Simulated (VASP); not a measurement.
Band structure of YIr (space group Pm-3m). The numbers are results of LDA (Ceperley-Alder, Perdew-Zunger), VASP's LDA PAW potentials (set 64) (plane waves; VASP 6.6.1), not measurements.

Unless said otherwise, spin-orbit coupling is left out, though it shifts the bands of the heavy elements here.

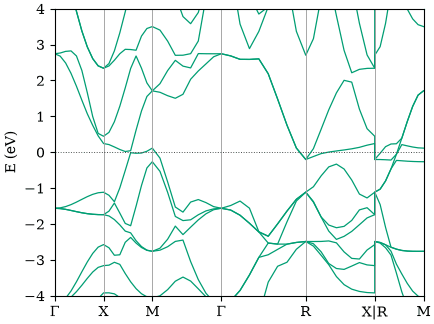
Bands along high-symmetry lines, zero at the valence-band maximum or, without a gap, the Fermi level

Read the plot: is there a gap, and where are the band edges?

It has no gap at this level: it comes out as a metal or semimetal.

The structure comes from a measured YIr entry of the Crystallography Open Database, whose conditions weren't checked. The cell was not relaxed at this level.
